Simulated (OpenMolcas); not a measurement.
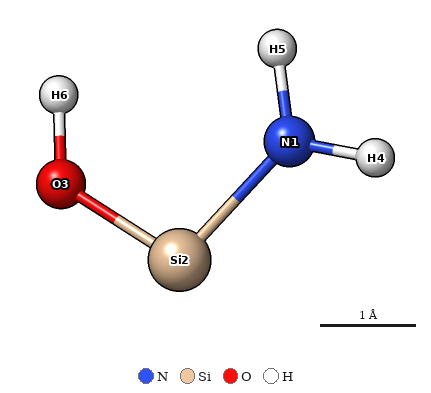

The structure (ball-and-stick view, seen at a tilt; atoms are numbered from 1 in the order of the input). Bond lengths as drawn: H–N 1.00 to 1.01 Å, H–O 0.96 Å, N–Si 1.72 Å and O–Si 1.63 Å.

**Run report: SiNH3O, excited-state calculation**

System: SiNH3O, SMILES N[Si]O.
Method: CASPT2/ANO-RCC-VDZP, DKH2 (OpenMolcas 26.06).

The geometry comes from this level: GFN2-xTB.

**Input file**
```
* H3NOSi CASPT2
>>> EXPORT MOLCAS_PRINT=2

&GATEWAY
  COORD
  6
  angstrom
  N       -0.773880       0.123770      -0.517520
  Si       0.649820      -0.833640      -0.607370
  O        1.458070      -0.399060       0.734550
  H       -1.498320       0.084140      -1.212820
  H       -0.994200       0.787560       0.215840
  H        1.158510       0.237230       1.387310
  BASIS
  ANO-RCC-VDZP
  GROUP
  NoSym
  RICD

&SEWARD

&RASSCF
  FILEORB
  $CurrDir/step2.RasOrb
  SPIN
  2
  NACTEL
  6 0 0
  INACTIVE
  13
  RAS2
  6
  CIROOT
  3 3 1
  ORBLISTING
  Nothing
  ORBAPPEAR
  Compact

&CASPT2
  MULTISTATE
  all
```

Launch command:
```bash
export MOLCAS_MEM=1860
pymolcas step11.inp > step11.log
```

**Log**
```
--- Start Module: gateway ---

                                              &GATEWAY

                       available to each process: 1.9 GB of memory, 1 thread

++    Symmetry information:
      ---------------------

                    Character Table for C1

                             E
                    a        1  x, y, xy, Rz, z, xz, Ry, yz, Rx, I
--

++    Basis set information:
      ----------------------

      Basis set label: N.ANO-RCC...3S2P1D.

      Electronic valence basis set:
      ------------------
      Associated Effective Charge   7.000000 au
      Associated Actual Charge      7.000000 au
      Nuclear Model: Point charge

      Shell  nPrim  nBasis  Cartesian Spherical Contaminant
         s      14       3        X
         p       9       2        X
         d       4       1                 X

      Basis set label: SI.ANO-RCC...4S3P1D.

      Electronic valence basis set:
      ------------------
      Associated Effective Charge  14.000000 au
      Associated Actual Charge     14.000000 au
      Nuclear Model: Point charge

      Shell  nPrim  nBasis  Cartesian Spherical Contaminant
         s      17       4        X
         p      12       3        X
         d       5       1                 X

      Basis set label: O.ANO-RCC...3S2P1D.

      Electronic valence basis set:
      ------------------
      Associated Effective Charge   8.000000 au
      Associated Actual Charge      8.000000 au
      Nuclear Model: Point charge

      Shell  nPrim  nBasis  Cartesian Spherical Contaminant
         s      14       3        X
         p       9       2        X
         d       4       1                 X

      Basis set label: H.ANO-RCC...2S1P.

      Electronic valence basis set:
      ------------------
      Associated Effective Charge   1.000000 au
      Associated Actual Charge      1.000000 au
      Nuclear Model: Point charge

      Shell  nPrim  nBasis  Cartesian Spherical Contaminant
         s       8       2        X
         p       4       1        X
--

++    Molecular structure info:
      -------------------------

                    ************************************************
                    **** Cartesian Coordinates / bohr, angstrom ****
                    ************************************************

     Center  Label                x              y              z                     x              y              z
        1      N1              -1.462421       0.233891      -0.977971             -0.773880       0.123770      -0.517520
        2      SI2              1.227982      -1.575351      -1.147763              0.649820      -0.833640      -0.607370
        3      O3               2.755353      -0.754114       1.388098              1.458070      -0.399060       0.734550
        4      H4              -2.831414       0.159002      -2.291898             -1.498320       0.084140      -1.212820
        5      H5              -1.878766       1.488273       0.407878             -0.994200       0.787560       0.215840
        6      H6               2.189267       0.448300       2.621636              1.158510       0.237230       1.387310

                    ***************************************
                    *    InterNuclear Distances / bohr    *
                    ***************************************

               1 N1            2 SI2           3 O3            4 H4            5 H5            6 H6
    1 N1       0.000000
    2 SI2      3.246607        0.000000
    3 O3       4.935996        3.072114        0.000000
    4 H4       1.898988        4.560233        6.751898        0.000000
    5 H5       1.915044        4.632245        5.240628        3.156468        0.000000
    6 H6       5.132053        4.384929        1.813248        7.030913        4.746699        0.000000

                    *******************************************
                    *    InterNuclear Distances / angstrom    *
                    *******************************************

               1 N1            2 SI2           3 O3            4 H4            5 H5            6 H6
    1 N1       0.000000
    2 SI2      1.718030        0.000000
    3 O3       2.612017        1.625693        0.000000
    4 H4       1.004901        2.413171        3.572950        0.000000
    5 H5       1.013398        2.451278        2.773221        1.670331        0.000000
    6 H6       2.715765        2.320404        0.959529        3.720599        2.511845        0.000000

                    **************************************
                    *    Valence Bond Angles / degree    *
                    **************************************
                          Atom centers                 Phi
                      4 H4       1 N1       5 H5       111.70
--

            Nuclear Potential Energy            103.77112121 au

--- Stop Module: gateway /rc=_RC_ALL_IS_WELL_ ---

--- Start Module: seward ---

                                              &SEWARD

                       available to each process: 1.9 GB of memory, 1 thread

               SEWARD will generate:
                  Multipole Moment integrals up to order  2
                  Kinetic Energy integrals
                  Nuclear Attraction integrals (point charge)
                  One-Electron Hamiltonian integrals
                  Velocity integrals
                  Relativistic Douglas-Kroll-Hess integrals:
                    - Parametrization         : EXP
                    - DKH order of Hamiltonian: 2
                    - DKH order of Properties : 0
                         - multipole moment operators
                         - electric potential operators
                         - contact operators
                  Orbital angular momentum around (  0.9083  -0.8320  -0.3748 )
                  Velocity quadrupole around (  0.9083  -0.8320  -0.3748 )
                  Atomic mean-field integrals
                  RI decomposed two-electron repulsion integrals stored Cholesky style
                   - acCD auxiliary basis
                   - CD Threshold:   1.00E-04

                   Integrals are discarded if absolute value <: 1.00E-14
                   Integral cutoff threshold is set to       <: 1.00E-16

            Nuclear Potential Energy            103.77112121 au

      Basis set specifications :
      Symmetry species         a
      Basis functions           61

--- Stop Module: seward /rc=_RC_ALL_IS_WELL_ ---

--- Start Module: rasscf ---

                                              &RASSCF

                       available to each process: 1.9 GB of memory, 1 thread

 ******************** ERROR *********************
 ###############################################################################
 ###    ERROR: No such wave function.                                        ###
 ###############################################################################
 The following combined specifications are wrong.
 Nr of active electrons NACTEL=   6
 Nr of active orbitals     NAC=   6
 Spin degeneracy         ISPIN=   2
 There can be no such wave function.
 ************************************************
--- Stop Module: rasscf /rc=_RC_INPUT_ERROR_ ---

.####################.
.# User input error #.
.####################.

    Timing: Wall=1.58 User=1.33 System=0.25
```

**What the run reported**

| quantity | value |
| --- | --- |
| outcome | refused by the program |
| basis functions | 61 |
| hardware | 1 thread of Intel Xeon (Granite Rapids), 16 GiB of memory available, shared host |

**What went wrong**

Some settings of this run were drawn to be unusual or wrong (dmu set to 1 (from default)). The program refused the input.
